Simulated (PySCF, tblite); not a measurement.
# C4H9FOSi2: geometry, infrared bands and NMR shifts

What infrared bands and NMR shifts should C4H9FOSi2 (`C=C[Si@H](F)C(=C)O[SiH3]`) show?

Computed with tblite 0.8.0 and PySCF 2.14.0, with density-fitted response routines of our own, on a single molecule in the gas phase. Atoms are numbered from 0 throughout.

**1. The molecule as given**

17 atoms, charge 0, multiplicity 1; geometry from: force field or distance geometry start.

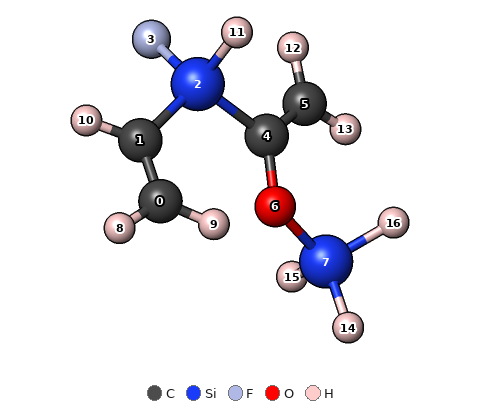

As it starts; carbon dark grey, silicon blue, fluorine light blue, oxygen red, hydrogen pink, atoms numbered.

**2. Optimising the geometry with GFN2-xTB**

What the job is given:

```
{"job": {"kind": "relax", "xc": "GFN2-xTB", "basis": "xTB"}, "charge": 0, "multiplicity": 1}
C      2.355300     1.235700     0.534500
C      2.461000     0.066300    -0.077500
Si     1.220000    -1.273100     0.018500
F      1.176400    -2.200800    -1.379400
C     -0.487700    -0.634100     0.292400
C     -1.511100    -1.473900     0.169100
O     -0.633500     0.700800     0.591600
Si    -2.211500     1.415600     0.530200
H      3.199500     1.926400     0.385400
H      1.483800     1.515900     1.139700
H      3.362300    -0.146700    -0.659000
H      1.498300    -2.156000     1.161400
H     -1.267300    -2.509500    -0.070000
H     -2.529800    -1.198000     0.307700
H     -2.268000     2.699500     1.258000
H     -2.733100     1.536700    -0.836200
H     -3.121700     0.507400     1.273000
```

Launch:

```sh
> OMP_NUM_THREADS=1 python probes_run.py task.json out
```

The driver reads the jobs from task.json and runs them one after another.

What it wrote:

```text
step      E/eV     max force
  0    -692.04194    2.041
  1    -692.20319    1.456
  2    -692.29117    1.000
  3    -692.33232    0.811
  4    -692.40314    0.571
  5    -692.43159    0.581
  6    -692.48237    0.479
  7    -692.50611    0.415
  8    -692.52211    0.328
  9    -692.53213    0.337
 10    -692.54285    0.332
 11    -692.56026    0.363
 12    -692.57549    0.405
 13    -692.59014    0.309
 14    -692.60523    0.293
 15    -692.62076    0.261
 16    -692.63011    0.277
 17    -692.63546    0.175
 18    -692.63934    0.146
 19    -692.64230    0.145
 20    -692.64511    0.146
 21    -692.64743    0.140
 22    -692.64947    0.098
 23    -692.65176    0.133
 24    -692.65443    0.136
 25    -692.65693    0.112
 26    -692.65864    0.084
 27    -692.65974    0.069
 28    -692.66073    0.090
 29    -692.66191    0.077
 30    -692.66312    0.081
 31    -692.66406    0.067
 32    -692.66471    0.055
 33    -692.66533    0.056
 34    -692.66605    0.059
 35    -692.66686    0.076
 36    -692.66777    0.087
 37    -692.66891    0.093
 38    -692.67046    0.099
 39    -692.67251    0.121
 40    -692.67478    0.136
 41    -692.67684    0.139
 42    -692.67872    0.107
 43    -692.68057    0.101
 44    -692.68228    0.134
 45    -692.68373    0.091
 46    -692.68520    0.103
 47    -692.68692    0.121
 48    -692.68868    0.096
 49    -692.68970    0.064
 50    -692.69033    0.056
 51    -692.69091    0.058
 52    -692.69154    0.061
 53    -692.69206    0.053
 54    -692.69237    0.037
 55    -692.69259    0.033
 56    -692.69282    0.048
 57    -692.69309    0.048
 58    -692.69333    0.043
 59    -692.69352    0.032
 60    -692.69371    0.035
 61    -692.69394    0.041
 62    -692.69418    0.036
 63    -692.69438    0.030
 64    -692.69450    0.025
 65    -692.69462    0.025
 66    -692.69478    0.029
 67    -692.69503    0.036
 68    -692.69534    0.037
 69    -692.69563    0.034
 70    -692.69586    0.033
 71    -692.69605    0.029
 72    -692.69624    0.033
 73    -692.69647    0.041
 74    -692.69682    0.063
 75    -692.69727    0.066
 76    -692.69772    0.045
 77    -692.69809    0.040
 78    -692.69845    0.039
 79    -692.69893    0.062
 80    -692.69964    0.068
 81    -692.70048    0.090
 82    -692.70136    0.106
 83    -692.70234    0.096
 84    -692.70382    0.105
 85    -692.70549    0.104
 86    -692.70707    0.093
 87    -692.70777    0.089
 88    -692.70843    0.069
 89    -692.70913    0.082
 90    -692.71022    0.061
 91    -692.71092    0.061
 92    -692.71139    0.062
 93    -692.71182    0.055
 94    -692.71218    0.096
 95    -692.71288    0.067
 96    -692.71372    0.076
 97    -692.71450    0.069
 98    -692.71490    0.044
 99    -692.71534    0.047
100    -692.71578    0.070
101    -692.71622    0.069
102    -692.71649    0.041
103    -692.71669    0.028
104    -692.71687    0.026
105    -692.71702    0.034
106    -692.71718    0.033
107    -692.71732    0.022
108    -692.71744    0.018
109    -692.71752    0.017
110    -692.71760    0.019
111    -692.71769    0.023
112    -692.71776    0.022
113    -692.71784    0.021
114    -692.71791    0.025
115    -692.71801    0.029
116    -692.71810    0.023
117    -692.71817    0.019
118    -692.71825    0.024
119    -692.71837    0.032
120    -692.71855    0.050
121    -692.71887    0.067
122    -692.71928    0.073
123    -692.71963    0.045
124    -692.71982    0.045
125    -692.71993    0.021
126    -692.72000    0.020
127    -692.72011    0.025
128    -692.72021    0.023
129    -692.72034    0.019
130    -692.72043    0.018
131    -692.72051    0.018
132    -692.72058    0.016
133    -692.72064    0.013
134    -692.72070    0.014
135    -692.72075    0.016
136    -692.72080    0.018
137    -692.72086    0.016
138    -692.72092    0.018
139    -692.72099    0.022
140    -692.72106    0.026
141    -692.72115    0.026
142    -692.72129    0.030
143    -692.72149    0.031
144    -692.72176    0.032
145    -692.72209    0.042
146    -692.72238    0.036
147    -692.72262    0.032
148    -692.72282    0.030
149    -692.72298    0.032
150    -692.72315    0.037
151    -692.72333    0.030
152    -692.72368    0.034
153    -692.72387    0.041
154    -692.72441    0.057
155    -692.72481    0.045
156    -692.72512    0.076
157    -692.72553    0.053
158    -692.72584    0.032
159    -692.72636    0.031
160    -692.72652    0.065
161    -692.72675    0.038
162    -692.72701    0.039
163    -692.72732    0.039
164    -692.72776    0.053
165    -692.72793    0.056
166    -692.72795    0.105
167    -692.72817    0.045
168    -692.72828    0.040
169    -692.72841    0.020
170    -692.72873    0.039
171    -692.72893    0.044
172    -692.72905    0.036
173    -692.72910    0.043
174    -692.72917    0.019
175    -692.72920    0.010
176    -692.72923    0.012
177    -692.72927    0.017
178    -692.72930    0.019
179    -692.72933    0.015
180    -692.72937    0.013
181    -692.72941    0.013
182    -692.72945    0.013
183    -692.72948    0.012
184    -692.72951    0.009
```

Wall time 1.4 s (1 thread of Arm Neoverse V1, shared host); peak memory 0.18 GiB.

Step by step: (not every step is listed)

```tsv
step	energy from step 0 (eV)	largest force (eV/Å)
0	0.0000	2.0409
1	-0.1612	1.4557
2	-0.2492	1.0003
3	-0.2904	0.8115
4	-0.3612	0.5708
5	-0.3897	0.5815
6	-0.4404	0.4786
7	-0.4642	0.4150
8	-0.4802	0.3275
25	-0.6150	0.1120
42	-0.6368	0.1075
59	-0.6516	0.0317
76	-0.6558	0.0451
93	-0.6699	0.0548
110	-0.6757	0.0191
127	-0.6782	0.0255
144	-0.6798	0.0318
161	-0.6848	0.0378
178	-0.6874	0.0189
179	-0.6874	0.0148
180	-0.6874	0.0132
181	-0.6875	0.0133
182	-0.6875	0.0128
183	-0.6875	0.0117
184	-0.6876	0.0093
```

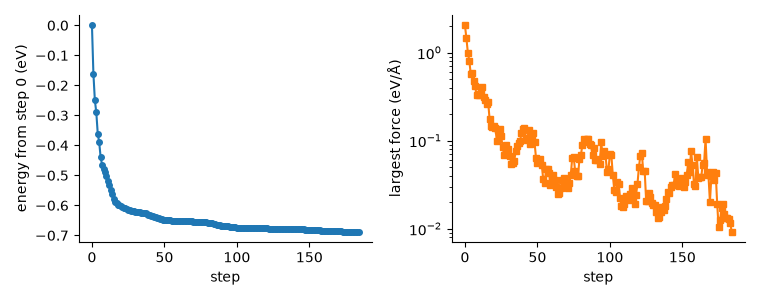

Energy and force, step by step.

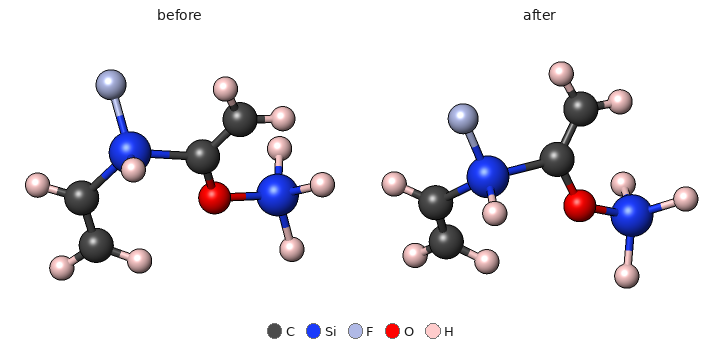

Before and after, at one scale.

Close pairs (by a distance rule), those that changed most:

```tsv
bond	before (Å)	after (Å)	change (Å)
O6–Si7	1.733	1.625	-0.109
Si2–F3	1.678	1.621	-0.057
C1–Si2	1.828	1.880	+0.051
Si2–C4	1.844	1.890	+0.046
C0–H8	1.101	1.080	-0.021
Si7–H14	1.477	1.456	-0.021
Si7–H16	1.485	1.465	-0.020
C0–H9	1.097	1.078	-0.020
```

The final coordinates are the input of the step that follows.

**3. Infrared spectrum with GFN2-xTB**

What the job is given:

```
{"job": {"kind": "ir", "xc": "GFN2-xTB", "basis": "xTB"}, "charge": 0, "multiplicity": 1}
C      2.227418     1.331712     0.105065
C      2.350997     0.037473    -0.152554
Si     1.212393    -1.298342     0.520449
F      1.477510    -2.633911    -0.359976
C     -0.597387    -0.813777     0.271041
C     -1.481405    -1.470327    -0.469143
O     -0.890824     0.333806     0.941106
Si    -2.166199     1.340178     0.937346
H      2.900244     2.069550    -0.305108
H      1.438762     1.709350     0.735041
H      3.160156    -0.286196    -0.797758
H      1.501660    -1.697979     1.892572
H     -1.199542    -2.376507    -0.971919
H     -2.496532    -1.125708    -0.585877
H     -1.666238     2.328247     1.882616
H     -2.388840     1.883606    -0.404123
H     -3.389171     0.680856     1.400772
```

What it wrote:

```text
mode    cm-1     km/mol
  1      28.0      0.27
  2      43.4      0.00
  3      56.9      1.87
  4      86.6      1.03
  5     127.3      1.83
  6     142.6      0.79
  7     175.5     10.81
  8     189.3     12.04
  9     226.7      2.48
 10     335.4      2.67
 11     385.9     15.66
 12     402.3      4.70
 13     510.1     59.49
 14     595.6     33.05
 15     600.1     99.42
 16     640.2     79.28
 17     647.7    150.12
 18     681.5     64.35
 19     714.2      3.70
 20     738.4     44.88
 21     761.5    222.55
 22     789.5    136.15
 23     806.1    100.20
 24     812.2    386.57
 25     825.4    393.24
 26     863.9     54.24
 27     924.5     11.83
 28    1012.9      1.58
 29    1023.5     22.00
 30    1026.8    101.91
 31    1217.7    172.21
 32    1268.3      4.08
 33    1383.9     13.03
 34    1418.4      2.77
 35    1655.8     49.64
 36    1663.5     29.19
 37    2233.9    388.04
 38    2258.9    179.93
 39    2291.0    265.01
 40    2328.4    243.78
 41    3025.6     25.70
 42    3077.5     32.75
 43    3086.4     38.34
 44    3112.1     33.75
 45    3152.5     17.82
```

Run time: 0.69 s. Hardware: 1 thread of Arm Neoverse V1, shared host; peak memory 0.18 GiB.

Which atoms move in the most intense modes:

```tsv
cm⁻¹	km/mol	atoms
762	222.6	H14 55 %, H15 22 %, H16 13 %
812	386.6	H16 27 %, H15 20 %, Si2 12 %
825	393.2	H15 31 %, H16 29 %, H14 22 %, Si7 14 %
1218	172.2	C4 52 %, O6 33 %
2234	388.0	H16 55 %, H15 40 %
2259	179.9	H15 56 %, H16 41 %
2291	265.0	H11 97 %
2328	243.8	H14 96 %
```

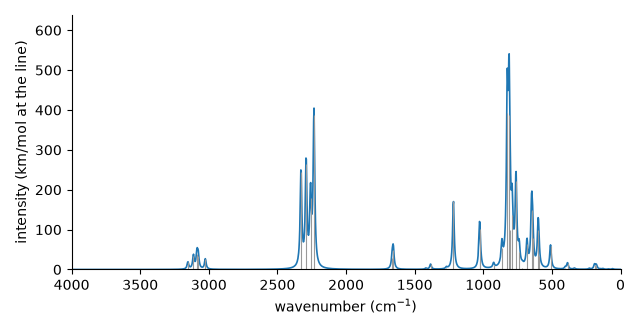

The infrared spectrum from these modes, unscaled. Lines are broadened to a width of 14 cm⁻¹ (Lorentzian).

**4. Shielding tensors: PBE0/pcSseg-1**

Settings changed since step 3:

```diff
@@ -1,2 +1,2 @@
-{"job": {"kind": "ir", "xc": "GFN2-xTB", "basis": "xTB"}, "charge": 0, "multiplicity": 1}
+{"job": {"kind": "nmr", "xc": "PBE0", "basis": "pcSseg-1"}, "charge": 0, "multiplicity": 1}
 C      2.227418     1.331712     0.105065
```

Level: GIAO PBE0/pcSseg-1 NMR shielding, non-relativistic, gas phase.

What it wrote:

```text
coarse grid: 15344 points
cycle   1  E = -911.0741858140  dE =  8.370e-01  |g| = 8.181e-01  |ddm| = 3.768e+00
cycle   2  E = -910.9534257372  dE =  1.208e-01  |g| = 1.193e+00  |ddm| = 1.423e+00
cycle   3  E = -911.1923138510  dE = -2.389e-01  |g| = 1.160e-01  |ddm| = 9.113e-01
cycle   4  E = -911.1946147641  dE = -2.301e-03  |g| = 4.972e-02  |ddm| = 1.189e-01
cycle   5  E = -911.1951179835  dE = -5.032e-04  |g| = 2.043e-02  |ddm| = 5.154e-02
cycle   6  E = -911.1952108288  dE = -9.285e-05  |g| = 3.712e-03  |ddm| = 1.872e-02
cycle   7  E = -911.1952139987  dE = -3.170e-06  |g| = 5.273e-04  |ddm| = 3.759e-03
final grid: 139848 points
cycle   8  E = -911.2579134912  dE = -2.661e-05  |g| = 9.435e-03  |ddm| = 2.112e-02
cycle   9  E = -911.2578947542  dE =  1.874e-05  |g| = 1.375e-02  |ddm| = 1.535e-02
cycle  10  E = -911.2579312725  dE = -3.652e-05  |g| = 1.843e-03  |ddm| = 9.759e-03
cycle  11  E = -911.2579320472  dE = -7.747e-07  |g| = 3.139e-04  |ddm| = 1.776e-03
cycle  12  E = -911.2579320642  dE = -1.700e-08  |g| = 1.403e-04  |ddm| = 3.029e-04
cycle  13  E = -911.2579320685  dE = -4.291e-09  |g| = 2.784e-05  |ddm| = 1.179e-04
cycle  14  E = -911.2579320686  dE = -1.710e-10  |g| = 7.661e-06  |ddm| = 3.217e-05
converged SCF energy = -911.2579320686

GIAO shielding tensors (ppm)
atom      isotropic    diamagn.    paramagn.     s11        s22        s33       span
  0 C       41.995     256.623    -214.628    -85.024     39.330    171.680    256.704
  1 C       45.069     262.746    -217.677    -69.589     41.522    163.274    232.863
  2 Si     368.287     879.633    -511.346    322.370    360.462    422.029     99.659
  3 F      381.845     468.756     -86.911    367.693    381.504    396.338     28.646
  4 C       18.566     257.367    -238.800    -91.005     42.375    104.329    195.334
  5 C       78.591     258.600    -180.009    -32.066    103.656    164.182    196.248
  6 O      240.893     402.359    -161.466    146.642    226.353    349.684    203.042
  7 Si     394.164     881.574    -487.409    353.258    362.491    466.744    113.486
  8 H       25.182      29.221      -4.039     22.534     24.796     28.216      5.682
  9 H       25.278      34.671      -9.393     21.544     25.146     29.142      7.598
 10 H       25.158      29.749      -4.591     23.164     24.908     27.402      4.238
 11 H       26.347      28.728      -2.381     23.172     24.985     30.883      7.711
 12 H       26.480      31.656      -5.176     24.557     24.813     30.069      5.512
 13 H       26.533      32.587      -6.054     23.202     25.165     31.231      8.029
 14 H       26.855      30.213      -3.358     23.001     25.868     31.696      8.695
 15 H       26.769      31.043      -4.274     23.875     25.003     31.430      7.555
 16 H       26.600      29.521      -2.921     23.560     24.696     31.543      7.984
```

Run time: 44 s. Hardware: 1 thread of Arm Neoverse V1, shared host; peak memory 0.86 GiB.

Shifts follow as δ = σ(reference) − σ, with reference shieldings (ppm) from runs at the same level and on the same kind of geometry: 1H TMS 31.72, 13C TMS 186.9, 29Si TMS 349.2, 19F CFCl3 170.9, 17O H2O 336.1. The references are single molecules in the gas phase, so shifts against H2O, NH3, PH3, H3PO4 or CFCl3 are not on the usual liquid scales and can be off by tens of ppm. Atoms listed in one row are averaged.

```tsv
atoms	environment	σ (ppm)	δ (ppm)	δ scaled to CDCl3
C4	alkene carbon bearing oxygen	18.6	168.4	162.4
C0	terminal =CH2 carbon	42.0	144.9	139.5
C1	alkene CH	45.1	141.9	136.5
C5	β carbon of an enol-ether or enamine type C=C	78.6	108.3	103.8
H10	hydrogen on an alkene CH	25.16	6.56	6.29
H8	hydrogen on a terminal =CH2 carbon	25.18	6.54	6.27
H9	hydrogen on a terminal =CH2 carbon	25.28	6.44	6.18
H11	hydrogen on a silicon bonded to 2 C, F	26.35	5.37	–
H12	hydrogen on a β carbon of an enol-ether or enamine type C=C	26.48	5.24	5.04
H13	hydrogen on a β carbon of an enol-ether or enamine type C=C	26.53	5.18	4.99
H14, H15, H16	hydrogen on a silicon bonded to O	26.74	4.98	–
Si2	silicon bonded to 2 C, F, H	368.3	-19.1	–
Si7	silicon bonded to O, 3 H	394.2	-45.0	–
F3	fluorine bonded to Si	381.8	-210.9	–
O6	oxygen bonded to C, Si	240.9	95.2	–
```

The scaled column applies a straight-line fit of computed shieldings to shifts measured in CDCl3, and one for carbons that bear F (root-mean-square error 0.16 ppm for H, 1.9 ppm for C).

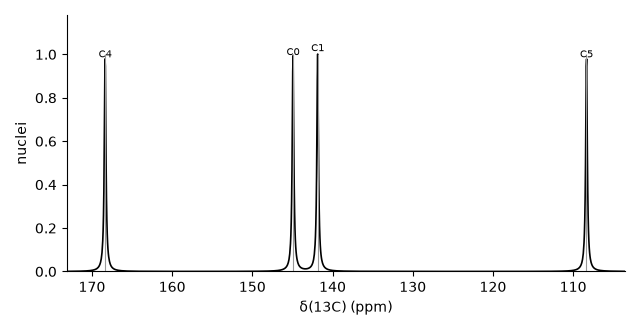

13C lines at the computed shifts, without couplings. Lines are broadened to a width of 0.24 ppm (Lorentzian).

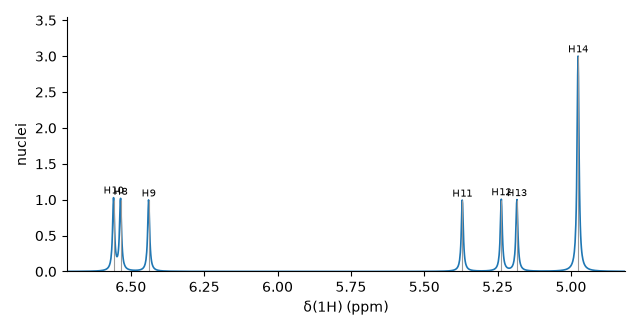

1H lines at the computed shifts, without couplings. Lines are broadened to a width of 0.01 ppm (Lorentzian).

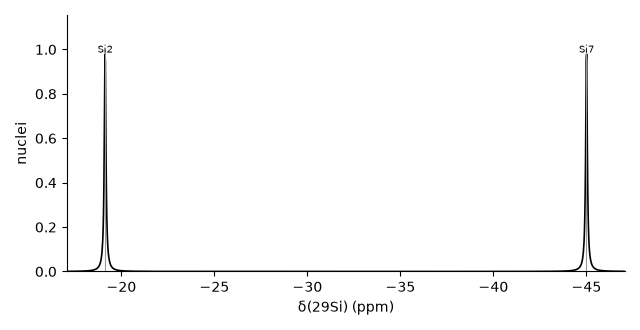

29Si lines at the computed shifts, without couplings. Lines are broadened to a width of 0.10 ppm (Lorentzian).

The run also stored atomic charges by several schemes (e):

```tsv
atoms	Mulliken	IAO	Hirshfeld	ESP fit
C0	-0.15	-0.27	-0.08	-0.33
C1	-0.52	-0.45	-0.14	-0.31
Si2	1.13	1.22	0.44	0.62
F3	-0.43	-0.54	-0.20	-0.31
C4	-0.11	-0.08	-0.02	0.09
C5	-0.21	-0.38	-0.13	-0.52
O6	-0.63	-0.60	-0.19	-0.33
Si7	0.68	0.86	0.39	0.56
```

IAO charges:

C0 -0.27; C1 -0.45; Si2 1.22; F3 -0.54; C4 -0.08; C5 -0.38; O6 -0.60; Si7 0.86; H8 0.15; H9 0.15; H10 0.16; H11 -0.15; H12 0.17; H13 0.15; H14 -0.12; H15 -0.14; H16 -0.14

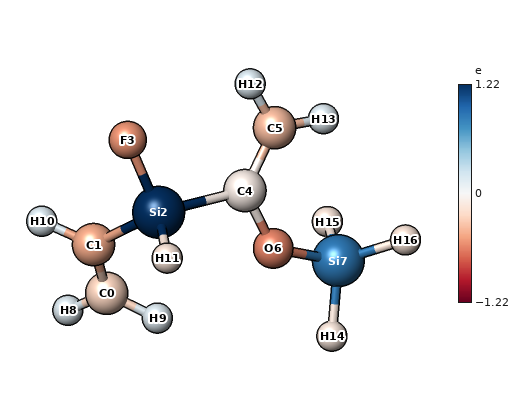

IAO charges, as colours on the atoms.

Mayer bond orders: C0–C1 1.99, C1–Si2 0.89, Si2–F3 0.90, Si2–C4 0.84, C4–C5 1.89, C4–O6 0.90, O6–Si7 0.90.

The fields below are evaluated on a grid from the run's orbitals.

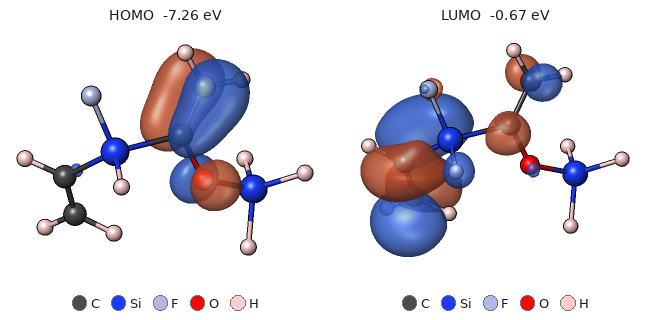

PBE0/pcSseg-1 orbitals near the gap, drawn at the value that encloses 70 % of each; the two colours are the two signs.

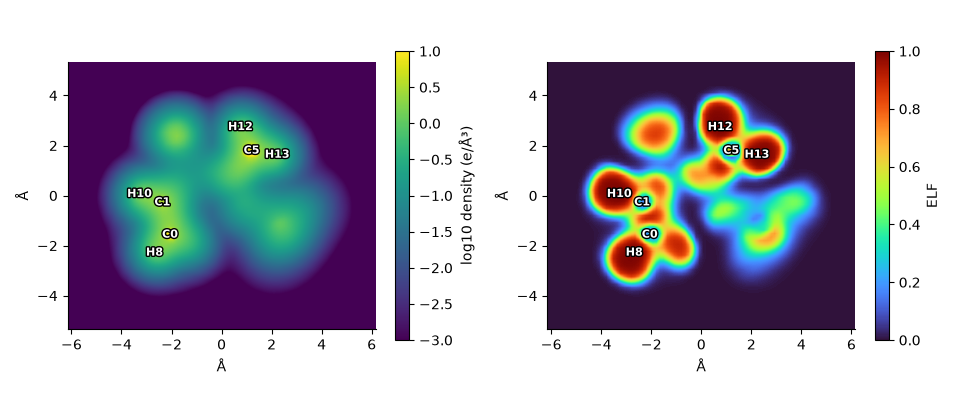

Density (left) and ELF (right) in a plane through or near 7 of the atoms.

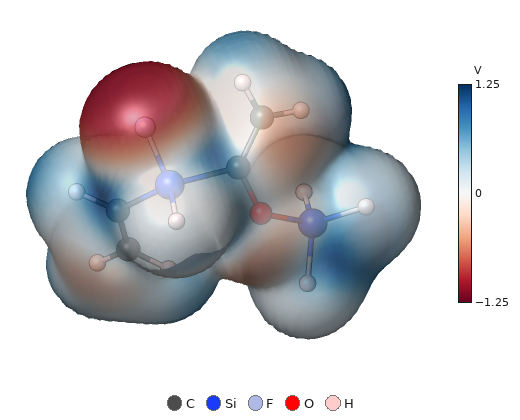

The potential that a unit positive charge feels on the 0.002 e/bohr³ surface, from -1.10 V near F3 to 1.25 V near H16.

**5. Summary of results**

| quantity | value |
| --- | --- |
| strongest single infrared mode (GFN2-xTB) | 825 cm⁻¹, 393 km/mol |
| zero-point energy (GFN2-xTB) | 70.5 kcal/mol |
| 13C shifts against TMS (PBE0/pcSseg-1) | 168.4, 144.9, 141.9, 108.3 ppm |
| 1H shifts against TMS (PBE0/pcSseg-1, means over atoms taken as alike) | 6.56, 6.54, 6.44, 5.37, 5.24, 5.18, 4.98 ppm |
| 29Si shifts against TMS (PBE0/pcSseg-1) | -19.1, -45.0 ppm |
| 19F shifts against CFCl3 (PBE0/pcSseg-1) | -210.9 ppm |
| 17O shifts against H2O (PBE0/pcSseg-1) | 95.2 ppm |
| surface potential, least and greatest | -1.10 V and 1.25 V |

What this shows: The optimisation took 184 steps and gained 0.688 eV; among the close pairs (by a distance rule), O6–Si7 changed most, from 1.733 to 1.625 Å. All 45 modes are real, so the xTB geometry is a minimum. The strongest single mode, at 825 cm⁻¹, is spread over several atoms, H15, H16, H14, Si7 among them. GFN2-xTB is a fitted tight-binding method: band positions and strengths are rough. Its intensities can rank the bands wrongly. H10 (hydrogen on an alkene CH) lies farthest downfield among hydrogen, at 6.56 ppm; olefinic region. At PBE0/pcSseg-1: The largest span, 257 ppm, is at C0, where the paramagnetic term is -215 ppm. At PBE0/pcSseg-1, counted by nearest atom on the grid, the HOMO lies on C5 37 %; C4 23 %, the LUMO on C0, C1 about 25 % each; Si2 8 %.
